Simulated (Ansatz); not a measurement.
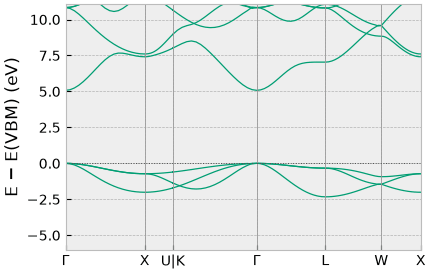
Figure: Band structure from LDA in the plane-wave PAW code Ansatz

**Question.** Read off the gap and where the band edges lie.

**Answer.** About 5.1 eV (5.08 eV by a search for the band edges); maximum at Γ, minimum at Γ.

**Question.** Which compound is it?
(A) LiCl, rock salt
(B) C, diamond
(C) NaCl, rock salt

**Answer.** C, NaCl, rock salt

Space group Fm-3m (rock salt). The LDA relaxation kept the symmetry of its start.

Potentials: the earlier of the program's two PAW sets. The files were generated under PBE; for other functionals the program regenerates the frozen cores, and for LDA and PBEsol the local potential too.
